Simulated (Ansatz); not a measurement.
H4OSi

```yaml
atoms:
  - { symbol: Si, position_ang: [-0.0217, -0.0239, -0.0010] }
  - { symbol: O, position_ang: [-0.0247, -0.0961, 1.6351] }
  - { symbol: H, position_ang: [-0.8432, -0.1559, 2.1007] }
  - { symbol: H, position_ang: [1.3861, 0.0181, -0.4167] }
  - { symbol: H, position_ang: [-0.7216, 1.1804, -0.4886] }
  - { symbol: H, position_ang: [-0.6830, -1.2041, -0.5910] }
```

These are results of Ansatz 0.2.0, RHF/def2-mTZVP, not measurements.

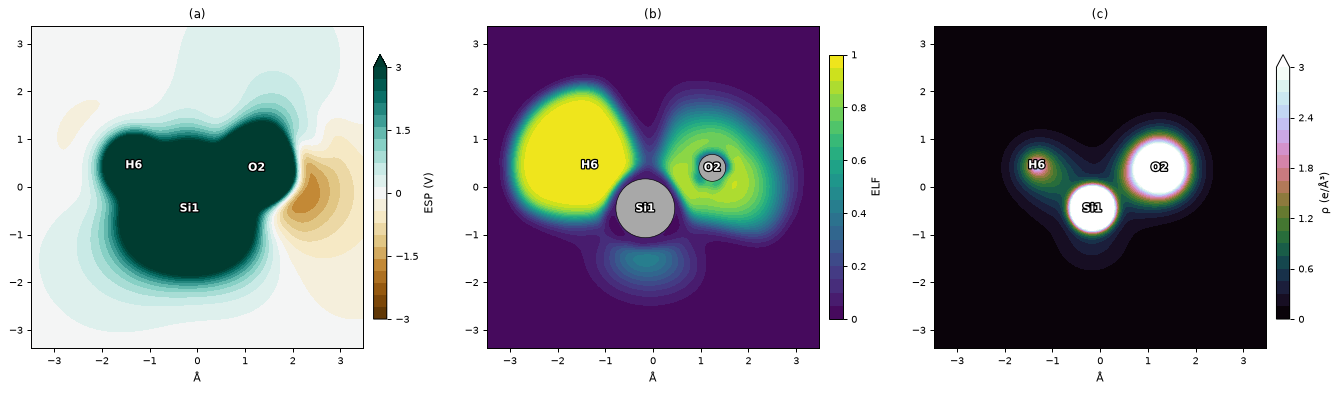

Figure 1. (a) molecular electrostatic potential; (b) electron localisation function; (c) total electron density on the plane of atoms O2, Si1 and H6. Grey discs cover the atomic cores in the ELF map.

Question: Read the bonding off the picture.

Answer:
- The section cuts through Si, O and H sites.
- Si–O (1.64 Å): ρ at the midpoint is about 1.2 e/Å³; the ELF peaks at about 0.90 between the atoms; a shared but strongly polarised pair.
- Si–H (1.48 Å): the density is about 0.8 e/Å³ at the midpoint; the ELF climbs to about 1 towards the hydrogen, as it does in any bond to H.
- The ELF also peaks beside O2, away from the bonds: lone-pair regions.
- Outside the dense part of the molecule the potential is most negative (−1.8 V) near O2.

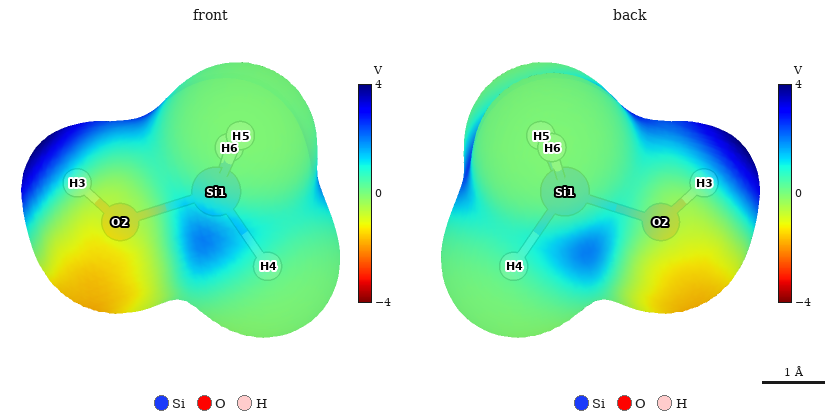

Figure 2. The electrostatic potential painted on the density surface at 0.004 e/bohr³, seen from the front and from behind; the colour scale runs from red (negative) to blue (positive).

Question: Which sites attract a positive test charge, and which a negative one?

Answer: A positive charge is drawn to the negative regions and a negative charge to the positive ones. The most negative region (about −1.7 V) lies over O2, the most positive (about +3.8 V) over H3. O2 is the likeliest acceptor of a hydrogen bond.

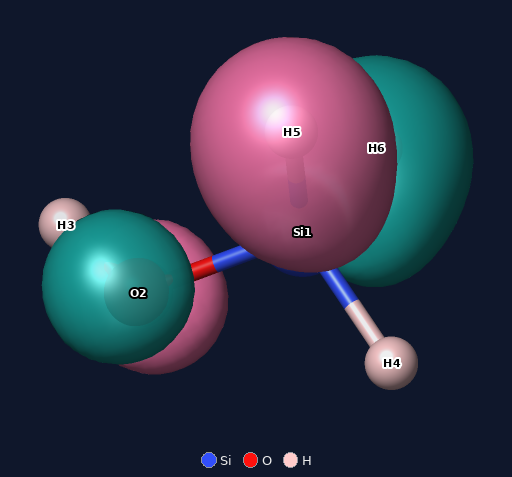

Figure 3. The HOMO at ±0.15 Å⁻³ᐟ² (teal and pink are the two phases), seen at a tilt.

Question: Where does this orbital lie, and at what energy?

Answer: It lies mainly on Si1 (about 30 %), O2 (about 25 %), H5 (about 20 %) and H6 (about 20 %). Its energy is −12.43 eV.
